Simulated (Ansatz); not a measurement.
# (NaCl)1(CaS)2 [001] superlattice, started as rocksalt type: from the cell to its phonons

Aim: the vibrations of (NaCl)1(CaS)2 [001] superlattice, started as rocksalt type, their spectra, and whether the structure is stable.

Main program and level: Ansatz 0.2.0; DFT LDA, scalar-relativistic, plane waves, PAW.

The structure was built from a prototype and need not be the compound's stable phase.

## (1) The starting structure

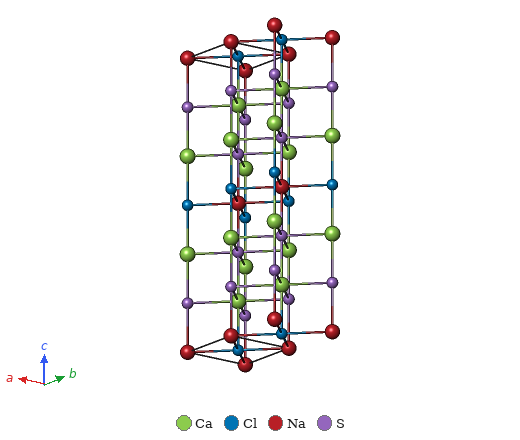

The cell as given, from a free direction (calcium green, chlorine blue, sodium red, sulfur purple). 1×2×1 cells are drawn. This picture shows the conventional cell, with its axes. Some periodic images of atoms are drawn too.

Structure file:

```cif
data_structure
_symmetry_space_group_name_H-M 'P 1'
_symmetry_Int_Tables_number 1
_cell_length_a 4.0117
_cell_length_b 4.0117
_cell_length_c 8.9703
_cell_angle_alpha 102.921
_cell_angle_beta 77.079
_cell_angle_gamma 90.000
_cell_volume 136.95
loop_
_atom_site_label
_atom_site_type_symbol
_atom_site_fract_x
_atom_site_fract_y
_atom_site_fract_z
_atom_site_occupancy
Ca1 Ca 0.33333 0.66667 0.33333 1
Ca2 Ca 0.66667 0.33333 0.66667 1
Cl3 Cl 0.50000 0.50000 0.00000 1
Na4 Na 0.00000 0.00000 0.00000 1
S5 S 0.83333 0.16667 0.33333 1
S6 S 0.16667 0.83333 0.66667 1
```

## (2) Bringing the structure to rest

Harmonic phonons are second derivatives at a point where the forces vanish, and they are wanted at zero stress, so atoms and cell are relaxed first.

Contents of input.yaml:

```yaml
crystal:
  lattice:
    - [2.83667, 2.83667, 0.0]
    - [-2.83667, 2.83667, 0.0]
    - [2.83667, 0.0, 8.51]
  atoms:
    - { symbol: Ca, position: [0.333333, 0.666667, 0.333333] }
    - { symbol: Ca, position: [0.666667, 0.333333, 0.666667] }
    - { symbol: Cl, position: [0.5, 0.5, 0.0] }
    - { symbol: Na, position: [0.0, 0.0, 0.0] }
    - { symbol: S, position: [0.833333, 0.166667, 0.333333] }
    - { symbol: S, position: [0.166667, 0.833333, 0.666667] }
kpoints:
  mp_grid: { grid: [6, 6, 6] }
hamiltonian:
  xc: lda
scf:
  occupations: { method: gaussian, width: 0.02 }
output:
  forces: true
  stress: true
  eigenvalues: true
relax:
  adjacent_minimum: "off"
  f_tol: 0.005
  max_steps: 80
  cell: { stress_tol: 0.05 }
```

Started as:

```console
$ ansatz run input.yaml --threads 4 --pin off --max-ram 14336MiB --backend cpu --events-out ev --progress --plain --runs-dir out
```

Numbers of over 12 decimals in the logs are rounded to 6 here.

Output:

```text
Warning: the atoms were moved onto the symmetric positions of the space group found under crystal.symmetry.tolerance 1.0e-5 (fractional; no operation is sought that the atoms, as they stand in a round, miss by more than twice it, and no atom is moved by as much as it), and the run uses the moved positions. Before a round's move an operation carried an atom to 5.67e-6 Å from where it should land, the largest such dist [...]
Engine: ansatz 0.2.0, aarch64-unknown-linux-gnu
Pseudopotentials: kind: paw
Pseudopotential: Ca, paw, valence charge 10, recommended cutoff 420 eV (normal), Ca.paw.azcp
Pseudopotential: Cl, paw, valence charge 7, recommended cutoff 420 eV (normal), Cl.paw.azcp
Pseudopotential: Na, paw, valence charge 9, recommended cutoff 420 eV (normal), Na.paw.azcp
Pseudopotential: S, paw, valence charge 6, recommended cutoff 420 eV (normal), S.paw.azcp
Functional definition: SPW92
  exchange = slater_x
  correlation = pw_c
Crystal: 6 atoms, lattice volume = 136.955 Å³
Basis set: ecut = 420 eV, 2649 PW (Γ)
Bands: 30, of which v1, the nominal top of the filled ones, is band 24 counted from 1 (23 counted from 0)
Symmetry: 16 space group operations
Space group: I4/mmm (ITA 139), of the structure as read, at distance tolerance 5.2e-5 Å
k-points: 30 of 216
Non-local potential: Ca, projectors of the file, l = 0: 3, l = 1: 2, l = 2: 2
Non-local potential: Cl, projectors of the file, l = 0: 2, l = 1: 2, l = 2: 2
Non-local potential: Na, projectors of the file, l = 0: 3, l = 1: 2, l = 2: 1
Non-local potential: S, projectors of the file, l = 0: 2, l = 1: 2, l = 2: 2
PAW form: soft (Blöchl's): semilocal exchange-correlation on the pseudo side does not see the compensation charge
PAW frozen core: Ca, regenerated for the run's functional, and the local potential with it (the file was generated under x = pbe(κ = 0.804, μ = 0.219515), c = pbe(β = 0.066725))
PAW frozen core: Cl, regenerated for the run's functional, and the local potential with it (the file was generated under x = pbe(κ = 0.804, μ = 0.219515), c = pbe(β = 0.066725))
PAW frozen core: Na, regenerated for the run's functional, and the local potential with it (the file was generated under x = pbe(κ = 0.804, μ = 0.219515), c = pbe(β = 0.066725))
PAW frozen core: S, regenerated for the run's functional, and the local potential with it (the file was generated under x = pbe(κ = 0.804, μ = 0.219515), c = pbe(β = 0.066725))
PAW one-centre angular grid: Ca, 110 points (default); XC on 64 Gauss nodes
PAW one-centre angular grid: Cl, 110 points (default); XC on 64 Gauss nodes
PAW one-centre angular grid: Na, 110 points (default); XC on 64 Gauss nodes
PAW one-centre angular grid: S, 110 points (default); XC on 64 Gauss nodes
Initial density: superposition of atomic densities (neutral atoms: chi_scale 0, normalization atom), corrected by the library's trained network
Initial wavefunctions: pseudopotential atomic-orbital guess
Functional: x = slater, c = lda
SCF iter   1: F=—  HF=-7807.446939 eV  |F-HF|=—  |Δ(HF+E_count)|=         —  Δρ=6.58e-3  dr2=5.81e-2  ethr=1.77e-3  ⟨swp⟩=10.2  Hψ=5479  notcnv=0
preconditioner: auto → Resta (q_TF=auto, 2.291 Å⁻¹)  ε∞=3.8  [insulator: Δε(μ)=2.432 eV  Ē_g=9.221 eV  σ=0.020 eV  W_gap=1.00  n_scr=26 (ndim 8)  ℏωp=15.5 eV  f_vac=0.000  D(μ)=0.00/eV (n_scr^D=0)  ε∞_Penn≈3.8]
SCF iter   2: F=—  HF=-7807.428933 eV  |F-HF|=—  |Δ(HF+E_count)|=   1.80e-2  Δρ=3.14e-3  dr2=1.24e-2  ethr=1.21e-4  ⟨swp⟩=2.1  Hψ=1907  notcnv=0  defer=44
SCF iter   3: F=—  HF=-7807.425562 eV  |F-HF|=—  |Δ(HF+E_count)|=   3.37e-3  Δρ=7.30e-4  dr2=5.43e-4  ethr=2.57e-5  ⟨swp⟩=2.0  Hψ=1258  notcnv=0  defer=44
SCF iter   4: F=—  HF=-7807.425504 eV  |F-HF|=—  |Δ(HF+E_count)|=   5.76e-5  Δρ=1.34e-4  dr2=2.95e-5  ethr=1.13e-6  ⟨swp⟩=2.2  Hψ=1579  notcnv=0  defer=44
SCF iter   5: F=—  HF=-7807.425505 eV  |F-HF|=—  |Δ(HF+E_count)|=   9.51e-7  Δρ=4.24e-5  dr2=1.59e-6  ethr=6.15e-8  ⟨swp⟩=2.5  Hψ=1450  notcnv=0  defer=44
SCF iter   6: F=—  HF=-7807.425507 eV  |F-HF|=—  |Δ(HF+E_count)|=   1.17e-6  Δρ=8.23e-6  dr2=1.04e-7  ethr=3.32e-9  ⟨swp⟩=2.0  Hψ=1038  notcnv=0  defer=44
SCF iter   7: F=-7807.425507 eV  HF=-7807.425507 eV  |F-HF|=5.91e-11  |Δ(HF+E_count)|=   3.75e-8  Δρ=1.98e-6  dr2=5.70e-9  ethr=2.08e-10  ⟨swp⟩=9.3  Hψ=3531  notcnv=0
SCF 1 converged in 7 iterations: F = -7807.425507 eV  dr2 = 5.70e-9
  greatest PAW one-centre occupation: 0.999 electrons in one spin orbital (limit 2), on the Na atom at site 3 (counted from 0), in its partial waves of l = 0
relax step   1: F+E_penalty+E_count = -7807.42550659 eV  Δ(F+E_penalty+E_count) = +0.000e0 eV  max|allowed force component| = 2.370e-1 eV/Å  Δτ_max = 0.0000 Å  P = -3.422 GPa  Ω = 136.955 Å³  (7 SCF iters, dr2 threshold 1.00e-7 eV, accepted)
Crystal: 6 atoms, lattice volume = 123.444 Å³
Basis set: ecut = 420 eV, 2447 PW (Γ)
Initial density: handed on by an earlier stage of this run
Initial wavefunctions: those handed on with the density
iter 1 solved again at ethr=8.79e-4 eV; its pass at ethr=3.10e-3 eV (dr2=4.22e-1 eV) is discarded
SCF iter   1: F=—  HF=-7807.606107 eV  |F-HF|=—  |Δ(HF+E_count)|=         —  Δρ=8.80e-3  dr2=4.30e-1  ethr=8.79e-4  ⟨swp⟩=1.1  Hψ=5350  notcnv=0
preconditioner: auto → Resta (q_TF=auto, 2.331 Å⁻¹)  ε∞=4.0  [insulator: Δε(μ)=2.184 eV  Ē_g=9.383 eV  σ=0.020 eV  W_gap=1.00  n_scr=26 (ndim 8)  ℏωp=16.4 eV  f_vac=0.000  D(μ)=0.00/eV (n_scr^D=0)  ε∞_Penn≈4.0]
SCF iter   2: F=—  HF=-7807.504834 eV  |F-HF|=—  |Δ(HF+E_count)|=   1.01e-1  Δρ=3.10e-3  dr2=5.55e-2  ethr=8.79e-4  ⟨swp⟩=3.0  Hψ=1356  notcnv=0
SCF iter   3: F=—  HF=-7807.489767 eV  |F-HF|=—  |Δ(HF+E_count)|=   1.51e-2  Δρ=1.15e-3  dr2=3.32e-3  ethr=1.16e-4  ⟨swp⟩=3.2  Hψ=1545  notcnv=0  defer=46
SCF iter   4: F=—  HF=-7807.488484 eV  |F-HF|=—  |Δ(HF+E_count)|=   1.28e-3  Δρ=2.87e-4  dr2=2.01e-4  ethr=6.91e-6  ⟨swp⟩=2.4  Hψ=1242  notcnv=0  defer=46
SCF iter   5: F=—  HF=-7807.488437 eV  |F-HF|=—  |Δ(HF+E_count)|=   4.69e-5  Δρ=9.68e-5  dr2=1.44e-5  ethr=4.18e-7  ⟨swp⟩=2.0  Hψ=1244  notcnv=0  defer=46
SCF iter   6: F=—  HF=-7807.488435 eV  |F-HF|=—  |Δ(HF+E_count)|=   2.53e-6  Δρ=2.20e-5  dr2=7.23e-7  ethr=3.00e-8  ⟨swp⟩=2.0  Hψ=1481  notcnv=0  defer=46
SCF iter   7: F=-7807.488435 eV  HF=-7807.488435 eV  |F-HF|=1.60e-8  |Δ(HF+E_count)|=   6.64e-8  Δρ=6.48e-6  dr2=5.50e-8  ethr=1.25e-9  ⟨swp⟩=10.8  Hψ=3987  notcnv=0
SCF 2 converged in 7 iterations: F = -7807.488435 eV  dr2 = 5.50e-8
relax step   2: F+E_penalty+E_count = -7807.48843453 eV  Δ(F+E_penalty+E_count) = -6.293e-2 eV  max|allowed force component| = 4.471e-1 eV/Å  Δτ_max = 0.0842 Å  P = +2.182 GPa  Ω = 123.444 Å³  energy of the carried Pulay correction = +4.276e-4 eV  (7 SCF iters, dr2 threshold 6.00e-7 eV, accepted)
Crystal: 6 atoms, lattice volume = 127.854 Å³
Basis set: ecut = 420 eV, 2543 PW (Γ)
iter 1 solved again at ethr=3.38e-4 eV; its pass at ethr=3.10e-3 eV (dr2=1.62e-1 eV) is discarded
SCF iter   1: F=—  HF=-7807.581877 eV  |F-HF|=—  |Δ(HF+E_count)|=         —  Δρ=5.81e-3  dr2=1.65e-1  ethr=3.38e-4  ⟨swp⟩=1.1  Hψ=5128  notcnv=0
preconditioner: auto → Resta (q_TF=auto, 2.317 Å⁻¹)  ε∞=3.8  [insulator: Δε(μ)=2.407 eV  Ē_g=9.594 eV  σ=0.020 eV  W_gap=1.00  n_scr=26 (ndim 8)  ℏωp=16.1 eV  f_vac=0.000  D(μ)=0.00/eV (n_scr^D=0)  ε∞_Penn≈3.8]
SCF iter   2: F=—  HF=-7807.542364 eV  |F-HF|=—  |Δ(HF+E_count)|=   3.95e-2  Δρ=1.90e-3  dr2=1.53e-2  ethr=3.38e-4  ⟨swp⟩=3.1  Hψ=1421  notcnv=0
SCF iter   3: F=—  HF=-7807.538614 eV  |F-HF|=—  |Δ(HF+E_count)|=   3.75e-3  Δρ=6.26e-4  dr2=4.94e-4  ethr=3.20e-5  ⟨swp⟩=3.1  Hψ=1622  notcnv=0  defer=37
SCF iter   4: F=—  HF=-7807.538452 eV  |F-HF|=—  |Δ(HF+E_count)|=   1.63e-4  Δρ=1.01e-4  dr2=1.72e-5  ethr=1.03e-6  ⟨swp⟩=2.4  Hψ=1483  notcnv=0  defer=37
SCF iter   5: F=—  HF=-7807.538450 eV  |F-HF|=—  |Δ(HF+E_count)|=   2.40e-6  Δρ=3.29e-5  dr2=1.95e-6  ethr=3.59e-8  ⟨swp⟩=2.0  Hψ=1312  notcnv=0  defer=37
SCF iter   6: F=-7807.538449 eV  HF=-7807.538449 eV  |F-HF|=2.94e-8  |Δ(HF+E_count)|=   5.72e-7  Δρ=7.45e-6  dr2=9.90e-8  ethr=1.25e-9  ⟨swp⟩=9.3  Hψ=3829  notcnv=0
SCF 3 converged in 6 iterations: F = -7807.538449 eV  dr2 = 9.90e-8
relax step   3: F+E_penalty+E_count = -7807.53844896 eV  Δ(F+E_penalty+E_count) = -5.001e-2 eV  max|allowed force component| = 6.569e-2 eV/Å  Δτ_max = 0.0668 Å  P = -0.123 GPa  Ω = 127.854 Å³  energy of the carried Pulay correction = +2.832e-4 eV  (6 SCF iters, dr2 threshold 6.00e-7 eV, accepted)
[...]
relax step   4: F+E_penalty+E_count = -7807.53949245 eV  Δ(F+E_penalty+E_count) = -1.043e-3 eV  max|allowed force component| = 6.674e-3 eV/Å  Δτ_max = 0.0105 Å  P = -0.030 GPa  Ω = 127.655 Å³  energy of the carried Pulay correction = +2.896e-4 eV  (5 SCF iters, dr2 threshold 2.70e-7 eV, accepted)
[...]
relax step   5: F+E_penalty+E_count = -7807.53951522 eV  Δ(F+E_penalty+E_count) = -2.276e-5 eV  max|allowed force component| = 9.062e-4 eV/Å  Δτ_max = 0.0009 Å  P = +0.001 GPa  Ω = 127.588 Å³  energy of the carried Pulay correction = +2.917e-4 eV  (5 SCF iters, dr2 threshold 2.78e-9 eV, accepted)
Initial wavefunctions: pseudopotential atomic-orbital guess (no wavefunctions were taken with the density)
iter 1 solved again at ethr=8.98e-7 eV; its pass at ethr=3.10e-3 eV (dr2=4.31e-4 eV) is discarded
SCF iter   1: F=—  HF=-7807.539243 eV  |F-HF|=—  |Δ(HF+E_count)|=         —  Δρ=3.69e-5  dr2=2.14e-7  ethr=8.98e-7  ⟨swp⟩=2.7  Hψ=7372  notcnv=0
eigensolver tolerance schedule: the retry pair's looser diagonalisation over-reported the residual by 2013.04 of it (diagonalisation noise at 1.40 of the residual, at the tolerance the schedule requests for it); recorded, not acted on — ethr = c·dr2/N_el stays at c = 1.0e-1
preconditioner: auto → Resta (q_TF=auto, 2.318 Å⁻¹)  ε∞=3.9  [insulator: Δε(μ)=2.378 eV  Ē_g=9.533 eV  σ=0.020 eV  W_gap=1.00  n_scr=26 (ndim 8)  ℏωp=16.1 eV  f_vac=0.000  D(μ)=0.00/eV (n_scr^D=0)  ε∞_Penn≈3.9]
SCF iter   2: F=—  HF=-7807.539245 eV  |F-HF|=—  |Δ(HF+E_count)|=   1.55e-6  Δρ=1.92e-5  dr2=6.16e-8  ethr=4.46e-10  ⟨swp⟩=2.7  Hψ=1690  notcnv=0
SCF iter   3: F=—  HF=-7807.539245 eV  |F-HF|=—  |Δ(HF+E_count)|=   3.86e-8  Δρ=3.53e-6  dr2=8.23e-9  ethr=1.28e-10  ⟨swp⟩=2.0  Hψ=1590  notcnv=0
SCF iter   4: F=—  HF=-7807.539245 eV  |F-HF|=—  |Δ(HF+E_count)|=  6.53e-10  Δρ=7.74e-7  dr2=9.80e-10  ethr=1.71e-11  ⟨swp⟩=2.0  Hψ=1224  notcnv=0
SCF iter   5: F=-7807.539245 eV  HF=-7807.539245 eV  |F-HF|=9.09e-12  |Δ(HF+E_count)|=  3.26e-10  Δρ=8.00e-8  dr2=9.66e-12  ethr=1.00e-12  ⟨swp⟩=3.4  Hψ=3821  notcnv=0
SCF 6 converged in 5 iterations: F = -7807.539245 eV  dr2 = 9.66e-12
relax step   6: F+E_penalty+E_count = -7807.53924456 eV  Δ(F+E_penalty+E_count) = +2.707e-4 eV  max|allowed force component| = 8.759e-4 eV/Å  Δτ_max = 0.0000 Å  P = +0.001 GPa  Ω = 127.588 Å³  stress off target by 1.69e-2 GPa  SCF on the basis re-selected at this cell (its energy is not comparable with the rows above)  (5 SCF iters)
basis re-selected at this cell: Δ(F+E_penalty+E_count) = +2.707e-4 eV, ΔP = +0.000 GPa vs the last step (what re-selecting the basis moved, of the pressure what is left beyond the Pulay correction that the steps carried, after the strain that the cell walked since its last selection, with what the two solves' SCF thresholds leave and, on support functions, any second-order correction that the steps lacked; it is no m [...]
SCF converged after 5 iterations
Free energy (F): -7807.539245 eV
Harris-Foulkes:  -7807.539245 eV  (|F-HF|=9.09e-12)
Internal energy: -7807.539245 eV  (E = F + TS)
E sigma→0 (E₀):  -7807.539245 eV
Fermi energy:    6.652902 eV
--- Per-component energies (eV) ---
  E_band       = -474.713028
  E_kinetic    = 1058.629181
  E_local      = -3085.401650  (includes V_loc(G=0)·N_el)
  E_nonlocal   = 339.489776
  E_hartree    = 1043.582627
  E_xc         = -612.014750
  E_vxc        = -693.111675  (∫ρ·V_xc dr)
  E_paw        = -3640.242057  (= ΣΔE_a)
  E_vpaw       = -181.484063  (= ΣTr[D̂ρ^β])
  E_aug_tail   = 0.000075  (compensation charges beyond the density's cutoff)
  E_ewald      = -2912.786555
  E_core_change = 1.204108  (= ΣΔE_core)
  E_smearing   = -0.000000  (= −TS)
  E_closure    = 0.000000  (closes the sum)
  Σ components = -7807.539245   (vs F -7807.539245, Δ=0.00e0)
--- Forces (eV/Å), atoms counted from 1 ---
  atom   1  Ca     0.00000000     0.00000000    -0.00027554
  atom   2  Ca     0.00000000     0.00000000     0.00027554
  atom   3  Cl     0.00000000    -0.00000000     0.00000000
  atom   4  Na    -0.00000000    -0.00000000     0.00000000
  atom   5  S     -0.00000000    -0.00000000     0.00087590
  atom   6  S     -0.00000000    -0.00000000    -0.00087590
  max |Σ_I F_I| component: 4.34e-19 eV/Å
--- Stress (GPa, compression-positive) ---
       -0.006922      -0.000000       0.000000
        0.000000      -0.006922       0.000000
        0.000000       0.000000       0.016924
  P = ⅓ Tr σ = 0.0010 GPa (0.010 kbar)
--- Band table (eV; the first three rows and the last of 30) ---
  k-point 0: bands = [... 20 lower, 4.9983, 5.0463, 5.4636, 5.4636, 7.9007, 8.7626, 9.1704, 10.0386, ... 2 higher]
  k-point 1: bands = [... 20 lower, 5.0063, 5.0063, 5.4471, 5.4471, 7.8848, 8.7945, 9.4043, 10.1137, ... 2 higher]
  k-point 2: bands = [... 20 lower, 5.0243, 5.0243, 5.4124, 5.4124, 7.8556, 8.8569, 9.8943, 10.2914, ... 2 higher]
  k-point 29: bands = [... 20 lower, 4.2584, 4.3711, 4.3994, 4.5495, 8.2686, 8.5716, 10.6138, 11.0916, ... 2 higher]
--- Relaxed structure (5 steps of the walk, 5 accepted, 1 SCFs on fresh bases) ---
  F+E_penalty+E_count = -7807.53924456 eV   max|allowed force component| = 8.759e-4 eV/Å   (the final SCF, on the basis selected at the relaxed cell)
  cell:  # Å, volume = 127.5882 Å³
    - [2.767827, 2.767827, 0.0]
    - [-2.767827, 2.767827, 0.0]
    - [2.767827, 0, 8.327273]
  atoms:
    - { symbol: Ca, position: [0.331731, 0.668269, 0.336539] }
    - { symbol: Ca, position: [0.668269, 0.331731, 0.663461] }
    - { symbol: Cl, position: [0.5, 0.5, 0] }
    - { symbol: Na, position: [0, 0, 0] }
    - { symbol: S, position: [0.834336, 0.165664, 0.331329] }
    - { symbol: S, position: [0.165664, 0.834336, 0.668671] }
```

Run time: 14 s. Hardware: 4 threads of Arm Neoverse V1, shared host; peak memory 0.48 GiB.

Step by step:

```
step  energy less that of the first step (eV)  largest force component (eV/Å)  pressure (GPa)  volume (Å³)
   1                                   0.0000                          0.2370           -3.42       136.95
   2                                  -0.0629                          0.4471            2.18       123.44
   3                                  -0.1129                          0.0657           -0.12       127.85
   4                                  -0.1140                          0.0067           -0.03       127.66
   5                                  -0.1140                          0.0009            0.00       127.59
  6*                                  -0.1137                          0.0009            0.00       127.59
```

Relaxation steps marked * repeat the geometry before them on a plane-wave basis chosen anew for their cell, so energy and pressure can jump there.

The run keeps the 16 symmetry operations that it works with, so distortions that break them were not tested.

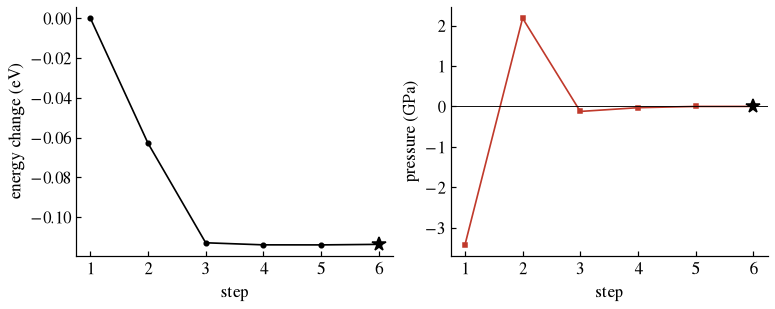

Energy and pressure along the relaxation. Stars mark steps on a basis chosen anew.

```
conventional cell, symmetrised  before   after  change
                         a (Å)   4.012   3.914  -2.4 %
                         b (Å)   4.012   3.914  -2.4 %
                         c (Å)  17.020  16.655  -2.1 %
              volume (Å³/atom)   22.83   21.26  -6.8 %
```

The atoms that moved most (Å, as changes of fractional coordinates times the final cell):

```
atom     dx     dy      dz  length
 Ca1  0.000  0.000   0.027   0.027
 Ca2  0.000  0.000  -0.027   0.027
  S5  0.000  0.000  -0.017   0.017
  S6  0.000  0.000   0.017   0.017
```

Final coordinates:

```xyz
6
Lattice="2.7678 2.7678 0.0000 -2.7678 2.7678 0.0000 2.7678 0.0000 8.3273" Properties=species:S:1:pos:R:3 pbc="T T T"
Ca    0.0000    2.7678    2.8024
Ca    2.7678    2.7678    5.5248
Cl    0.0000    2.7678    0.0000
Na    0.0000    0.0000    0.0000
S     2.7678    2.7678    2.7591
S     0.0000    2.7678    5.5682
```

Numbers from this step:

* pressure: 0.001027 GPa
* gap on the k-mesh: 2.378 eV
* volume per atom: 21.26 Å³
* direct gap on mesh: 2.437 eV

In this step the volume went from 22.83 to 21.26 Å³/atom.

## (3) Bringing the structure to rest

The relaxation is repeated from its end on the same settings, as a check that it has come to rest.

input.yaml, the sections that differ from step 2:

```yaml
crystal:
  lattice:
    - [2.7678266644, 2.7678266644, 0.0]
    - [-2.7678266644, 2.7678266644, 0.0]
    - [2.7678266644, 0.0, 8.3272726844]
  atoms:
    - { symbol: Ca, position: [0.3317307461, 0.6682692539, 0.3365385078] }
    - { symbol: Ca, position: [0.6682692539, 0.3317307461, 0.6634614922] }
    - { symbol: Cl, position: [0.5, 0.5, 0.0] }
    - { symbol: Na, position: [0.0, 0.0, 0.0] }
    - { symbol: S, position: [0.8343355747, 0.1656644253, 0.3313288505] }
    - { symbol: S, position: [0.1656644253, 0.8343355747, 0.6686711495] }
output:
  forces: true
  stress: true
  eigenvalues: true
  write_density: true
  write_potential: true
  elf: true
  volumetric_format: npy
# kpoints, hamiltonian, scf, relax: as in step 2
```

Output:

```text
[...]
Crystal: 6 atoms, lattice volume = 127.588 Å³
Basis set: ecut = 420 eV, 2535 PW (Γ)
Bands: 30, of which v1, the nominal top of the filled ones, is band 24 counted from 1 (23 counted from 0)
Symmetry: 16 space group operations
[...]
k-points: 30 of 216
[...]
- [2.7678266644, 2.7678266644, 0.0]
    - [-2.7678266644, 2.7678266644, 0.0]
    - [2.7678266644, 0.0, 8.3272726844]
  atoms:
    - { symbol: Ca, position: [0.3317307461, 0.6682692539, 0.3365385078] }
    - { symbol: Ca, position: [0.668269, 0.331731, 0.663461] }
    - { symbol: Cl, position: [0.5, 0.5, 0.0] }
    - { symbol: Na, position: [0.0, 0.0, 0.0] }
    - { symbol: S, position: [0.83433557475, 0.16566442525, 0.3313288505] }
    - { symbol: S, position: [0.165664, 0.83433557475, 0.6686711495] }
[key lines of the parts left out:]
SCF converged after 6 iterations
Free energy (F): -7807.539245 eV
Fermi energy:    6.652901 eV
P = ⅓ Tr σ = 0.0010 GPa (0.010 kbar)
```

Wall time 5 s (4 threads); peak memory 0.47 GiB; 19 s of CPU time.

Little changed from the start: no atom moved by 0.005 Å and no cell edge by 0.1 %.

This step gave:

| Property | Result |
| --- | --- |
| pressure | 0.001026 GPa |

In this step the volume went from 21.26 to 21.26 Å³/atom.

(Part 1 of 3 ends here.)

[Logs are printed without paths, hosts, clocks, repeated set-up lines and the standing remarks that a program may print on its own settings, such as how far it seeks lower states.]

[Hosts, paths, dates, database ids (printed as entryN), source tags and the programs' standing remarks are cut or masked in the printed files.]
